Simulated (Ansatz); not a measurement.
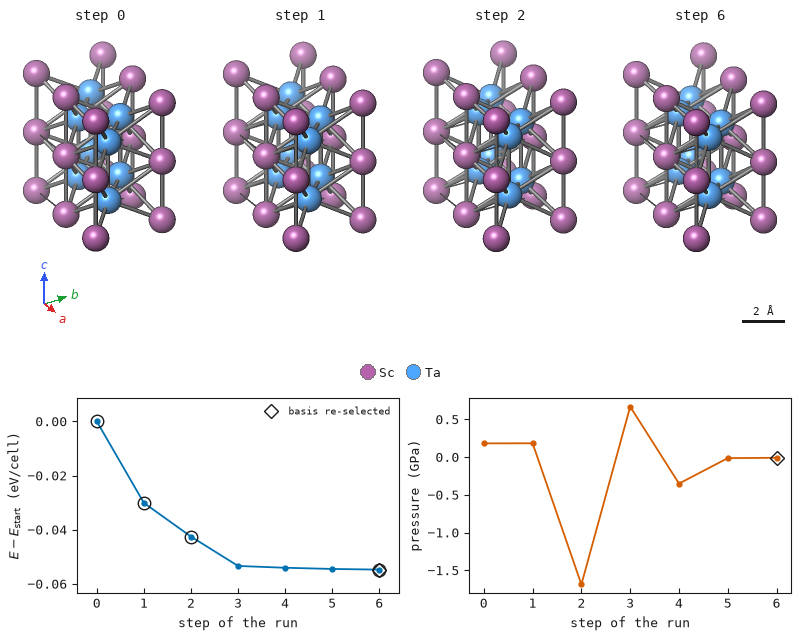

Frames of a relaxation of a crystal of ScTa2 (a generated structure, set up in P-3m1) (coarse preliminary run), marked on the history of the run. A ball-and-stick model of the cell of the calculation, repeated 2 × 1 × 2 with one cell outlined, seen slightly off an axis.

Level of theory: DFT PBE, scalar-relativistic, plane waves, PAW (Ansatz). Settings: plane-wave cutoff 420 eV; k-point mesh 6 × 6 × 6; occupations gaussian; smearing width 0.1 eV; no spin polarisation; cell and atoms relaxed; force threshold 0.04 eV/Å; at most 70 steps.

> What happens along the run?

After 5 accepted moves (6 points after the start) the energy has fallen by 54.7 meV per cell of the calculation. The largest force component goes from 0.18 to 0.0016 eV/Å. The pressure goes from 0.18 to −0.01 GPa. At 1 point the geometry stayed and the basis and grid were re-selected for the new cell (energy shift of 0.2 meV per cell of the calculation at most each time). The largest moves relative to the cell, 0.28 Å, are those of Ta atoms. Sc stays in place. The volume changes by +1.4 %, with a = b 4.799 → 4.853 Å (+1.1 %), c 2.946 → 2.921 Å (−0.8 %). Among the contacts that change: Sc–Ta 3.016 → 3.161 Å, Sc–Ta 3.279 → 3.158 Å, Ta–Ta 2.827 → 2.802 Å, Sc–Sc 2.946 → 2.921 Å. The space group (tolerance 0.01 Å) goes from P-3m1 (No. 164) to P6/mmm (No. 191). From step 0 to 1: Ta atoms move most (0.09 Å), volume +0.8 %, energy −30.1 meV per cell of the calculation. From step 1 to 2: Ta atoms move most (0.18 Å), volume +2.0 %, energy −12.4 meV per cell of the calculation. From step 2 to 6: volume −1.4 %, energy −12.2 meV per cell of the calculation.
